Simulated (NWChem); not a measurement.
# N2H4 (hydrazine): levels of theory compared

We compute a comparison of 4 runs (PBE/cc-pVTZ, BLYP/cc-pVTZ, SVWN5/cc-pVTZ, CCSD(T)/cc-pVTZ) of N2H4 (hydrazine). 

The results are computed with NWChem 7.3.0.

### Step 1. Starting point

The species is N2H4 (6 atoms), meant as a singlet with charge 0. SMILES: `NN`. The N1–H4 distance was set to 1.314 Å, away from the relaxed value.

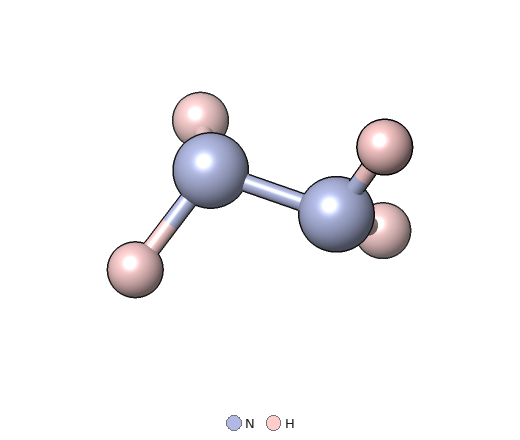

The structure, seen from a chosen angle (nitrogen light blue, hydrogen pink).

### Step 2. A single-point energy at PBE/cc-pVTZ (run 1)

File geom.nw:

```
start geom
title "H4N2"
memory total 2200 mb

geometry units atomic noautosym nocenter noautoz
 N   -0.58059945  -0.95724077   0.66420094
 N    0.51997704   1.47200216   0.46388997
 H   -2.35902071  -1.02508194  -0.04709198
 H    0.82902285  -2.55528767  -0.60981462
 H   -0.12895491   2.45636050  -1.04713504
 H    0.09327688   2.45295900   2.04596868
end

basis spherical bse
 * library cc-pVTZ
end

dft
 xc xpbe96 cpbe96
 grid fine
 convergence energy 1e-08
 maxiter 100
 mulliken
 print low
end

task dft energy
```

Started as:

```
$ nwchem geom.nw > geom.out
```

Output:

```text
[...]
 d= 0,ls=0.0,diis     1   -111.7052226450 -1.52D+02  5.92D-03  4.33D-01     2.5
[...]
 d= 0,ls=0.0,diis    10   -111.7394183173 -4.48D-09  1.17D-07  3.22D-10    19.4
         Total DFT energy =     -111.739418317294
      One electron energy =     -231.810500712366
           Coulomb energy =       94.439363307462
    Exchange-Corr. energy =      -15.084376650023
 Nuclear repulsion energy =       40.716095737633
[...]
      Total Density - Mulliken Population Analysis
     ---------------------------------------------
    Atom       Charge   Shell Charges
 -----------   ------   -------------------------------------------------------
    1 N    7     7.30   1.95  0.23  0.90  0.47  0.99  1.70  1.00  0.01  0.04  0.00
    2 N    7     7.25   1.95  0.22  0.88  0.41  1.04  1.74  0.96  0.01  0.04  0.00
    3 H    1     0.86   0.28  0.43  0.08  0.01  0.06  0.01
    4 H    1     0.86   0.20  0.44  0.18  0.00  0.03  0.00
    5 H    1     0.87   0.28  0.43  0.09  0.01  0.05  0.01
    6 H    1     0.85   0.28  0.43  0.08  0.02  0.05  0.01
[...]
```

Run time: 20 s. Hardware: 1 thread of AMD EPYC 7R13 (Zen 3), shared host; peak memory 0.11 GiB.

### Step 3. A single-point energy at BLYP/cc-pVTZ (run 2)

File run.nw:

```
START run
TITLE "H4N2 BLYP"
memory 2200 mb

GEOMETRY noautosym nocenter noautoz
   N       -0.307240      -0.506550       0.351480
   N        0.275160       0.778950       0.245480
   H       -1.248340      -0.542450      -0.024920
   H        0.438700      -1.352200      -0.322700
   H       -0.068240       1.299850      -0.554120
   H        0.049360       1.298050       1.082680
END

BASIS spherical bse
   * library cc-pVTZ
END

DFT
   xc becke88 lyp
   mult 1
   grid fine
   convergence energy 1e-08
   iterations 100
   mulliken
END

TASK dft energy
```

Started as:

```
$ nwchem run.nw > run.out
```

Output:

```text
[...]
          Wavefunction type:  closed shell.
          No. of atoms     :     6
          No. of electrons :    18
[...]
          Charge           :     0
          Spin multiplicity:     1
[...]
          AO basis - number of functions:   116
[...]
              XC Information
              --------------
                    Becke 1988 Exchange Functional  1.000
              Lee-Yang-Parr Correlation Functional  1.000
[...]
 d= 0,ls=0.0,diis     1   -111.7961849449 -1.53D+02  6.10D-03  5.22D-01     2.1
[...]
 d= 0,ls=0.0,diis    10   -111.8367801814 -4.90D-09  1.36D-07  3.21D-10    18.6
         Total DFT energy =     -111.836780181357
      One electron energy =     -231.838426959025
           Coulomb energy =       94.479721996729
    Exchange-Corr. energy =      -15.194173875202
 Nuclear repulsion energy =       40.716098656141
[...]
      Total Density - Mulliken Population Analysis
     ---------------------------------------------
    Atom       Charge   Shell Charges
 -----------   ------   -------------------------------------------------------
    1 N    7     7.30   1.95  0.24  0.90  0.47  1.01  1.67  1.01  0.01  0.04  0.00
    2 N    7     7.25   1.95  0.23  0.88  0.42  1.06  1.71  0.96  0.01  0.04  0.00
    3 H    1     0.86   0.28  0.42  0.08  0.02  0.05  0.01
    4 H    1     0.86   0.21  0.43  0.19  0.00  0.03  0.00
    5 H    1     0.87   0.29  0.43  0.09  0.02  0.05  0.01
    6 H    1     0.85   0.28  0.42  0.09  0.02  0.04  0.01
[...]
```

Wall time 19 s (1 thread of AMD EPYC 7R13 (Zen 3), shared host); peak memory 0.11 GiB.

Run 3 isn't shown in full; the table further down has it.

### Step 4. The energy at CCSD(T)/cc-pVTZ (run 4)

File h4n2.nw:

```
echo
start h4n2
title "H4N2 energy"
memory total 2200 mb

geometry noautosym nocenter noautoz
  N     -0.307240    -0.506550     0.351480
  N      0.275160     0.778950     0.245480
  H     -1.248340    -0.542450    -0.024920
  H      0.438700    -1.352200    -0.322700
  H     -0.068240     1.299850    -0.554120
  H      0.049360     1.298050     1.082680
end

basis spherical bse
  * library cc-pVTZ
end

scf
  thresh 1e-08
  maxiter 80
end

ccsd
  freeze core 2
  maxiter 60
end

task ccsd(t)
```

Started as:

```
$ nwchem h4n2.nw > h4n2.out
```

Output:

```text
[...]
  functions       =   116
[...]
  wavefunction    = RHF
[...]
         Total SCF energy =   -111.174301539672
      One-electron energy =   -231.637654914871
      Two-electron energy =     79.747254719059
 Nuclear repulsion energy =     40.716098656141
        Time for solution =     23.8s
[...]
 Total MP2 energy:           -111.620887220183320
[...]
             energy      energy      error      ampl     ampl      Block
                                                time     time      time
[...]
 Total CCSD energy:           -111.639699243487314
[...]
 Total CCSD+T(CCSD) energy:           -111.657741793318621
[...]
 Total CCSD(T) energy:                -111.657299140052928
[...]
```

Wall time 4.2 min (1 thread of AMD EPYC 7R13 (Zen 3), shared host); peak memory 0.31 GiB.

### Step 5. All runs side by side

```csv
run,level,integration grid,iteration cap,energy (Eh),wall time
1,PBE/cc-pVTZ,fine,100,-111.739418,20 s
2,BLYP/cc-pVTZ,fine,100,-111.836780,19 s
3,SVWN5/cc-pVTZ,fine,100,-110.957218,16 s
4,CCSD(T)/cc-pVTZ,–,80,-111.657299,4.2 min
```

### Step 6. Outcome

```
                                          quantity          value
                               run 4: total energy  -111.65730 Eh
        run 4: HOMO energy (Hartree–Fock orbitals)      -10.70 eV
        run 4: LUMO energy (Hartree–Fock orbitals)        3.58 eV
      run 4: HOMO–LUMO gap (Hartree–Fock orbitals)       14.28 eV
run 4: correlation energy (2 core orbitals frozen)     -483.0 mEh
                             run 4: (T) correction     -17.60 mEh
```

What this shows: Totals of different functionals can't be ranked against each other. All runs together took 5.1 min, the longest 4.2 min.
